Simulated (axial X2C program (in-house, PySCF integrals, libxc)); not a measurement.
**PtLi⁺: relativistic diatomic calculation**

PtLi⁺, single determinant with M_S = 1 and |Λ| = 2. Computed at this level: PBE0, spin-free X2C-1e, Pt dyall-cv3z, Li dyall-cv3z (cores contracted) (axial X2C program (in-house, PySCF integrals, libxc)).

### Output
```
spin-free X2C-1e  PBE0
basis functions 219  fitting functions 1045  grid points 5083
iter        total energy     max residual
   1     -18422.956966337     1.19e+01
   2     -18423.094375675     4.09e-02
   3     -18423.094446981     3.03e-02
   4     -18423.094455447     2.95e-03
   5     -18423.094456932     6.06e-03
   6     -18423.094457927     8.66e-04
   7     -18423.094457985     5.01e-04
   8     -18423.094458017     1.55e-04
   9     -18423.094458022     3.82e-05
  10     -18423.094458026     2.86e-05
  11     -18423.094458026     4.99e-06
converged
one-electron -25340.38105998  Coulomb 7231.32608173  exact exchange -89.33822686  xc functional -273.50987228  nuclear repulsion 48.80861938
```

### The points of the curve

| R (Å) | E (hartree) | dipole (D; origin at the first atom, positive when the second is positive) | highest filled (eV) | lowest empty (eV) |
| --- | --- | --- | --- | --- |
| 2.207 | −18423.087500 | 6.94 | −12.99 | −9.91 |
| 2.309 | −18423.091636 | 7.39 | −12.86 | −9.77 |
| 2.385 | −18423.093370 | 7.74 | −12.76 | −9.66 |
| 2.461 | −18423.094268 | 8.10 | −12.65 | −9.56 |
| 2.537 | −18423.094458 | 8.47 | −12.54 | −9.45 |
| 2.626 | −18423.094052 | 8.91 | −12.41 | −9.33 |
| 2.715 | −18423.093147 | 9.36 | −12.28 | −9.21 |
| 2.829 | −18423.091457 | 9.95 | −12.10 | −9.05 |
| 2.968 | −18423.088967 | 10.69 | −11.89 | −8.86 |
| 3.171 | −18423.084994 | 11.80 | −11.59 | −8.63 |

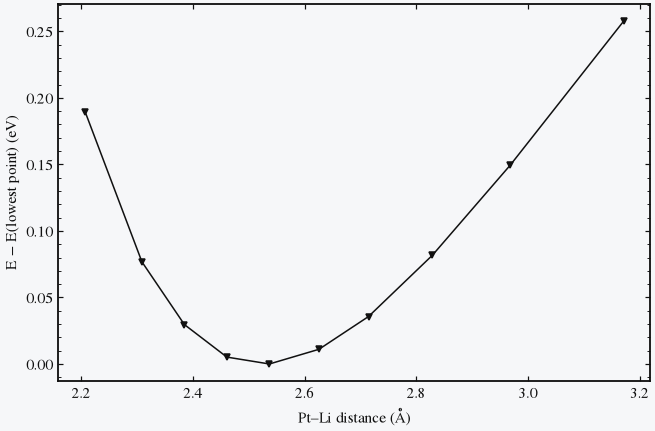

Energy at 10 bond lengths, for one set of occupations held fixed; the line joins the points. A polynomial of degree 6 through 9 points gives rₑ = 2.526 Å, ωₑ = 318.0 cm⁻¹, ωₑxₑ = 3.3 cm⁻¹ and Bₑ = 0.3901 cm⁻¹. The minimum lies 0.84 eV below Pt + Li⁺, each computed as one determinant at the same level.

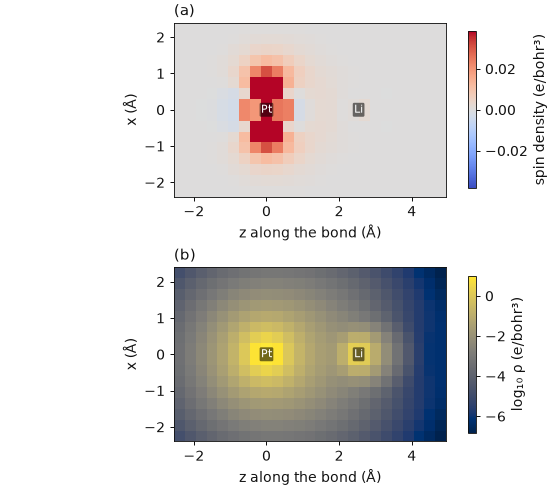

(a) spin density; (b) electron density on a logarithmic scale, in a plane that holds the axis, at 2.54 Å, on points 0.3 Å apart (one half computed, the other mirrored); the structure near the nuclei is finer than these points.

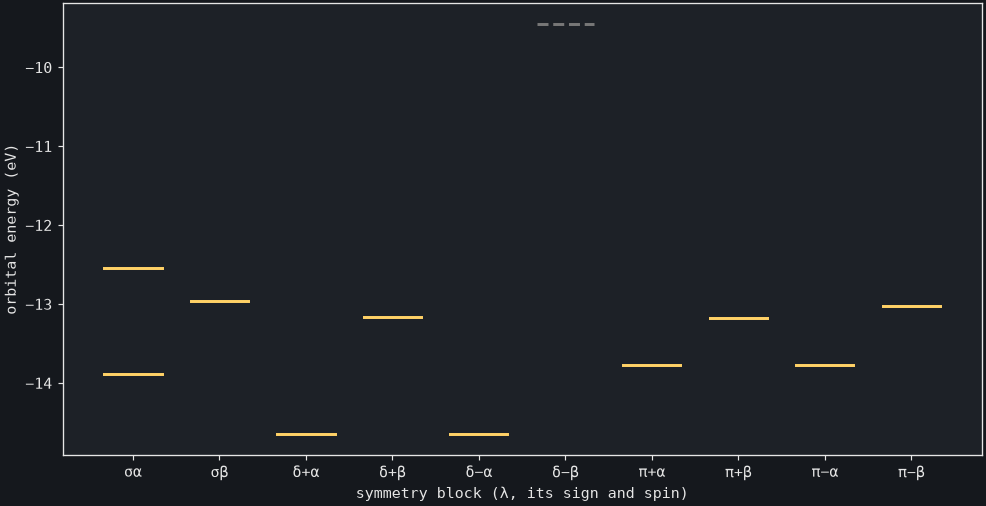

Orbital energies near the frontier at 2.54 Å, filled (solid) and empty (dashed); a label such as π−α means λ = −1 and α spin. The highest filled orbital (σα; 64 % Pt s, 17 % Li p) lies at −12.54 eV, the lowest empty one (δ−β; 100 % Pt d) at −9.45 eV.

### Input file
```
{"zs": [78, 3], "q": 1, "bas": ["dyall-cv3z", "dyall-cv3z"], "levels": ["PBE0", "HF", "LDA"], "cc": true, "r0": 2.56, "thr": -2.0, "nmax": 90, "npts": 10, "nst": 2, "ntry": 6}
```

The line is the task of a batch: nuclear charges, charge, bases, the levels to run, a first guess of the distance and further settings. This report covers PBE0 without spin-orbit coupling. The log is that of the reference distance 2.537 Å.

Launched within a batch (the task file carries these settings):
```bash
python <driver script> task.json out
```

### Results in brief

- outcome: converged
- bond length rₑ: 2.526 Å
- ωₑ: 318.0 cm⁻¹
- energy at the minimum: −18423.09447 hartree
- depth below the fragments: 0.84 eV
- largest ⟨S²⟩ along the curve: 2.00
- hardware: 1 thread of Arm Neoverse V1, 24 GiB of memory available, shared host
- wall time: 13 s
- peak memory: 0.68 GiB
